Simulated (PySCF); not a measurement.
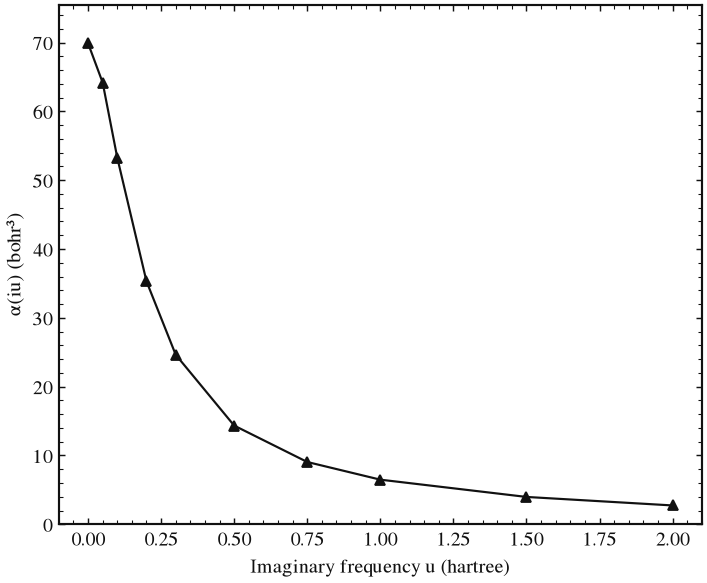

Dipole polarisability at imaginary frequency of an atom or ion with 80 electrons in the configuration [Xe] 4f¹⁴ 5d⁹ 6s² 6p. Coupled response at the HF level; PySCF, aug-cc-pVTZ-PP with a 60-electron core potential, unrestricted single determinants, no spin-orbit coupling.

Question: Which species is it, and what does the curve give?

Answer: The Hg atom. The static dipole polarisability is 69.9 bohr³; α(iu) falls to half of it near u = 0.20 hartree. The Casimir–Polder integral gives C₆ = 792 hartree bohr⁶ for two such species.

Known limits: determinant is not a pure L term.
